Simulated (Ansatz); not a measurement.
# F2H2OSi···HCl: what the fields show

Input file:

```
crystal:
  periodic: [false, false, false]
  atoms:
    - {symbol: Si, position_ang: [-0.961278, -0.563531, 0.044416]}
    - {symbol: Cl, position_ang: [2.503514, 1.615013, -1.369699]}
    - {symbol: F, position_ang: [-0.966602, -2.092350, 0.443467]}
    - {symbol: F, position_ang: [-2.237017, 0.072210, 0.726385]}
    - {symbol: H, position_ang: [-1.007396, -0.401668, -1.406977]}
    - {symbol: H, position_ang: [1.682018, 1.044542, -0.552674]}
    - {symbol: O, position_ang: [0.390203, 0.159239, 0.588834]}
    - {symbol: H, position_ang: [0.596558, 0.166544, 1.526149]}
basis:
  gaussian: {orbitals: def2-TZVPP}
hamiltonian: {xc: pbe0, dispersion: d4}
output: {orbitals: {seedname: orbitals}}
```

Launched as:

```sh
ansatz run in.yaml --threads 4 --pin off --events-out ev --progress --plain --max-ram 9574MiB
```

The product side of a reaction path; geometry: PBE0-D4/def2-TZVP.

The calculation used RKS PBE0-D4/def2-TZVPP (Ansatz).

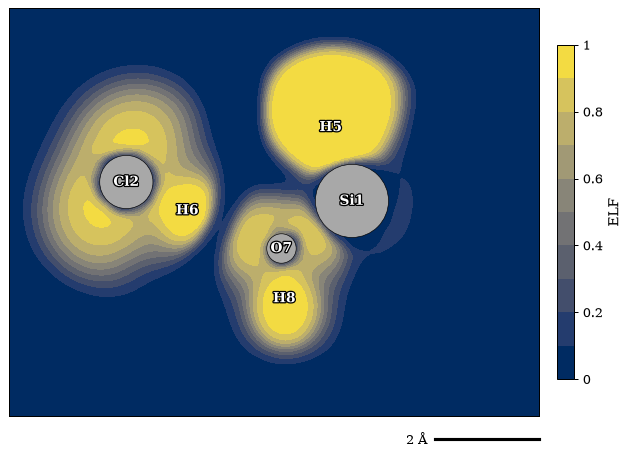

Figure 1. Electron localisation function on the plane of atoms H5, Si1 and O7. Grey discs cover the atomic cores.

Interpret the plot.

Answer.
- Atoms in the plane: Si, Cl, H and O.
- O7···H6 (1.94 Å): the ELF dips to about 0.10 between them.
- Si–O (1.63 Å): the ELF peaks at about 0.85 between the atoms, as expected for a polar covalent bond.
- O–H (0.96 Å): the ELF climbs to about 1 towards the hydrogen, as it does in any bond to H (an ordinary covalent bond to hydrogen).
- Cl–H (1.29 Å): the ELF climbs to about 1 towards the hydrogen (a covalent bond by its length).
- Si–H (1.46 Å): the ELF climbs to about 1 towards the hydrogen.
- The ELF also peaks beside Cl2, away from the bonds: lone-pair regions.

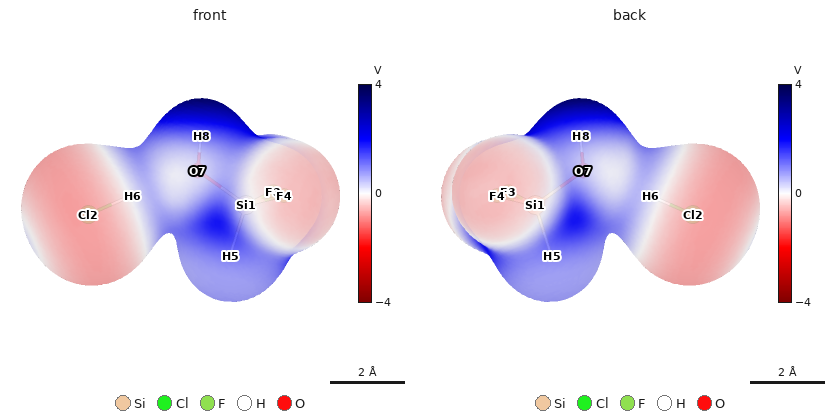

Figure 2. The molecular electrostatic potential painted on the density surface at 0.002 e/bohr³, seen from the front and from behind; red is negative and blue positive.

Which sites attract a positive test charge, and which a negative one?

Answer. A positive charge is drawn to the negative regions and a negative charge to the positive ones. The most negative region (about −0.7 V) lies over Cl2, the most positive (about +3.5 V) over H8. Cl2 shows a σ-hole: about +0.2 V at the tip opposite its bond, against about −0.7 V on its flanks.

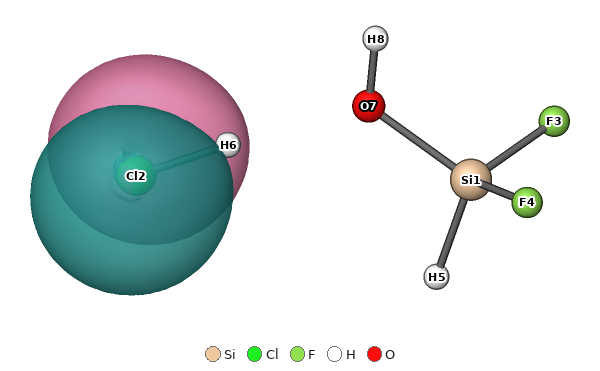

Figure 3. The HOMO at ±0.1 Å⁻³ᐟ² (teal and pink are the two phases), seen at a tilt.

Where does this orbital lie, and at what energy?

Answer. Its weight (Hirshfeld) is mainly on Cl2 (about 95 %); largely a lone pair of Cl2. Its energy is −9.00 eV.
